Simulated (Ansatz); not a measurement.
HN3Si (SMILES [N-]=[N+]=[Si]=N) (triplet)

Input file:

```
crystal:
  periodic: [false, false, false]
  atoms:
    - symbol: "N"
      position_ang: [-0.004152, -0.978785, -1.539930]
    - symbol: N
      position_ang: [0.714864, -0.212168, -1.081512]
    - symbol: N
      position_ang: [3.009546, 0.396630, 0.242443]
    - symbol: Si
      position_ang: [1.781172, 1.137754, -0.609469]
    - symbol: H
      position_ang: [3.537137, 0.705537, 1.058450]
basis:
  gaussian: {orbitals: def2-TZVPD}
magnetization: {spin_polarized: true, initial_magnetization: 2}
hamiltonian: {xc: pbe0}
output: {forces: true, orbitals: {seedname: orbitals}}
```

Run with:

```sh
ansatz run input.yaml --threads 1 --pin off --max-ram 2610MiB --events-out events.jsonl --progress --plain --runs-dir runs
```

Geometry: B3LYP-D3(BJ)/def2-SVP.

Method: Ansatz, isolated molecule in a Gaussian basis; Kohn-Sham density functional theory, functional PBE0.

**Predict the electron density, electron localisation function and spin density between the atoms.**

N–N (1.15 Å): the density is about 4.1 e/Å³ at the midpoint; the ELF peaks at about 0.85 between the atoms (a multiple bond).
Si–N (1.67 Å): ρ at the midpoint is about 1.2 e/Å³; the ELF peaks at about 0.85 between the atoms (a short, strongly polar bond).
Si–N (1.78 Å): the density is about 0.87 e/Å³ at the midpoint; the ELF peaks at about 0.90 between the atoms, as expected for a shared but strongly polarised pair.
The unpaired spin (2 electrons) lies mostly on N3 (about 0.7), Si4 (about 0.6), N1 (about 0.4) and N2 (about 0.2), in electrons by Hirshfeld's partition.

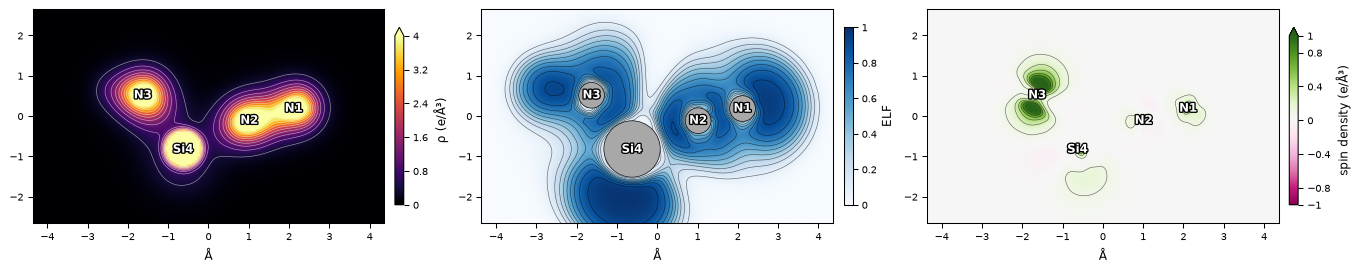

Computed electron density, electron localisation function and spin density on the plane of atoms N2, Si4 and N3, in this order. Grey discs cover the atomic cores in the ELF map. 
